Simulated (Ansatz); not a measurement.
# Hypothetical NiAs type KI, response to strain

The parent structure is KI in the NiAs type structure (space group P6_3/mmc, No. 194; a = 4.838 Å, c = 8.507 Å; a hypothetical phase, not in the database extracts checked). Axes: x lies along a and z along c of the hexagonal cell.

Strains are applied to the cell and any free atomic positions relax; under biaxial strain the out-of-plane vector relaxes too.

Computed with PBEsol/PAW in Ansatz (an electronic-structure program), no spin-orbit coupling.

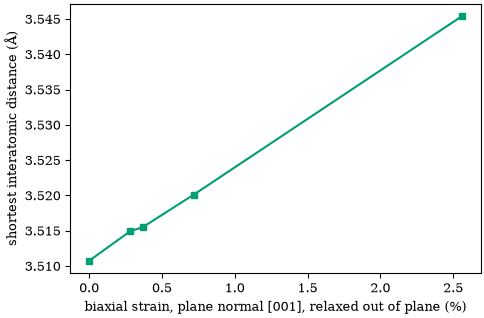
Shortest interatomic distance against biaxial strain, plane normal [001], relaxed out of plane

```json
[
 {"biaxial strain, plane normal [001], relaxed out of plane (%)": "0.28", "shortest interatomic distance": "3.515 Å"},
 {"biaxial strain, plane normal [001], relaxed out of plane (%)": "0.37", "shortest interatomic distance": "3.516 Å"},
 {"biaxial strain, plane normal [001], relaxed out of plane (%)": "0.72", "shortest interatomic distance": "3.520 Å"},
 {"biaxial strain, plane normal [001], relaxed out of plane (%)": "2.56", "shortest interatomic distance": "3.545 Å"}
]
```

Stability against distortions was not tested.
